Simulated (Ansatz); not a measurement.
```xyz
8

C    -0.6159    0.8026   -0.3462
Ge    0.4466   -0.7669    0.1676
F     1.4138   -0.2228    1.5224
H    -1.2610    0.5921   -1.1937
H     0.0476    1.6236   -0.6088
H    -1.2342    1.1169    0.4919
H     1.5052   -1.2196   -0.8022
H    -0.3022   -1.9259    0.7691
```

Not at a stationary point (largest force 1.1 eV/Å).

The calculation used Ansatz 0.2.0, SCF PBE0, Gaussian basis.

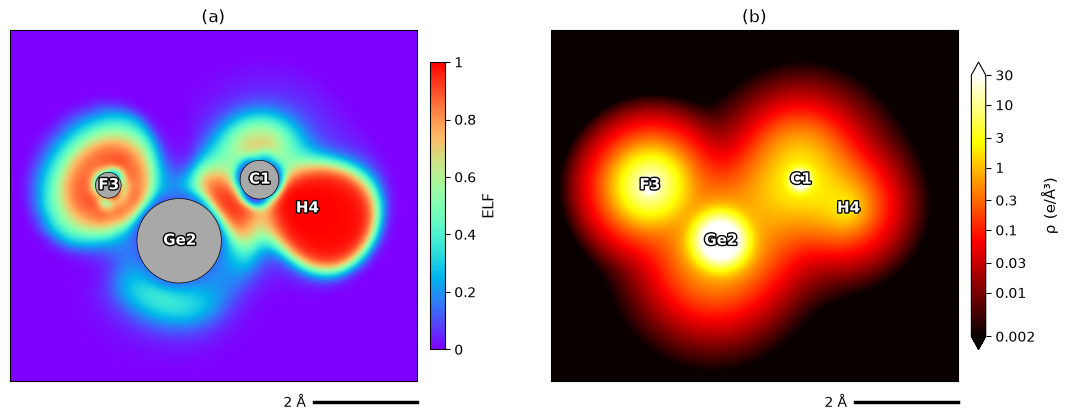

CH₅FGe (SMILES [CH3][GeH2][F]). (a) ELF; (b) total electron density on the plane of atoms Ge2, C1 and H4. Grey discs cover the atomic cores in the ELF map.

> What do the fields say about this system?

- The section cuts through C, Ge, F and H sites.
- Ge–F (1.75 Å): the density is about 0.88 e/Å³ at the midpoint; the ELF peaks at about 0.80 in the valence shell of F, 0.5 Å from its nucleus, and is about 0.20 at the midpoint.
- C–Ge (1.96 Å): the density is about 0.88 e/Å³ at the midpoint; the ELF peaks at about 0.90 in the valence shell of C, 0.7 Å from its nucleus, and is about 0.75 at the midpoint.
- C–H (1.09 Å): ρ is about 1.9 e/Å³ halfway; the ELF climbs to about 1 towards the hydrogen, as it does in any bond to H: an ordinary covalent bond to hydrogen.
- The ELF also peaks beside F3, away from the bonds: lone-pair regions.
